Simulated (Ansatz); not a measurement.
Input

```
crystal:
  periodic: [false, false, false]
  atoms:
    - { symbol: Ti, position_ang: [-0.443748, 0.0, -0.494208] }
    - { symbol: F, position_ang: [0.053344, 0.0, 2.49413] }
    - { symbol: Cl, position_ang: [1.696189, 0.0, -0.144585] }
    - { symbol: Cl, position_ang: [-1.074319, 1.783962, -1.511267] }
    - { symbol: Cl, position_ang: [-1.074319, -1.783962, -1.511267] }
    - { symbol: H, position_ang: [-1.582332, 0.0, 0.756124] }
    - { symbol: H, position_ang: [-0.870014, 0.0, 2.472273] }
basis:
  gaussian: { orbitals: def2-SVP }
hamiltonian:
  xc: pbe0
  dispersion: d4
relax:
  f_tol: 0.03
  max_steps: 50
output:
  orbitals: {}
```

Launched as:

```sh
ansatz run input.yaml --threads 4 --pin off --max-ram 5120MiB --backend cpu --events-out ev --progress --plain --runs-dir out
```

The fields are those of the run's last geometry, not of the input's.

Theory: RKS PBE0-D4/def2-SVP in Ansatz 0.2.0.

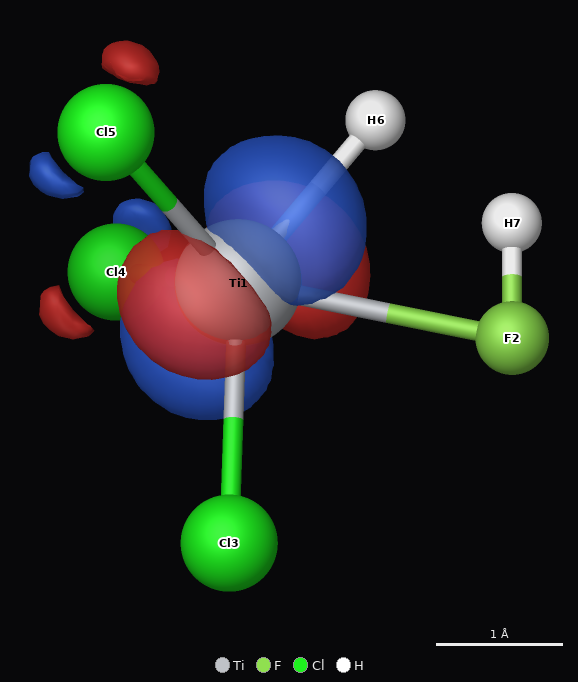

Cl₃FH₂Ti. One frontier orbital at ±0.2 Å⁻³ᐟ² (red and blue are the two phases), seen at a tilt.

Question: Which orbital is it: HOMO or LUMO?

Answer: The LUMO, at −3.62 eV. It lies mainly on Ti1 (about 75 %), Cl4 (about 10 %) and Cl5 (about 10 %).
